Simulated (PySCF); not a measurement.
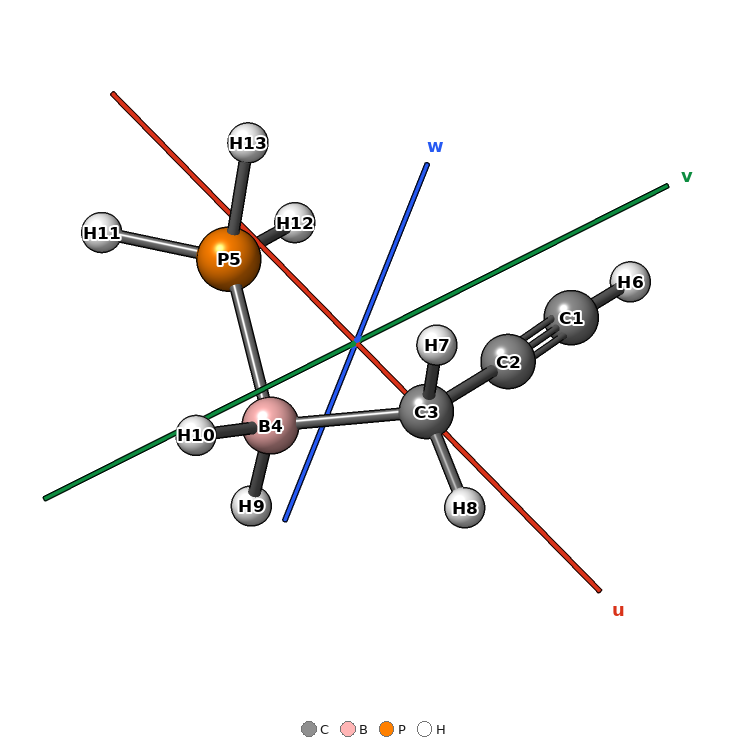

The lines u, v and w are the principal axes of the static dipole polarisability. Computed geometry: GFN2-xTB optimisation. No frequency run is at hand to confirm it as a minimum. Computed with PBE0/def2-SVPD (PySCF 2.14.0).

> Along which axis is the molecule most polarisable, and along which least?

Most along v, least along w.

> Give the three principal values.

u 79.2, v 88.3, w 61.7 bohr³; mean 76.4, anisotropy 23.4 bohr³.

The geometry is semi-empirical. Around B, P such bond lengths and angles can be off by a tenth of an ångström or more and by several degrees, and values that hang on the shape move with them.
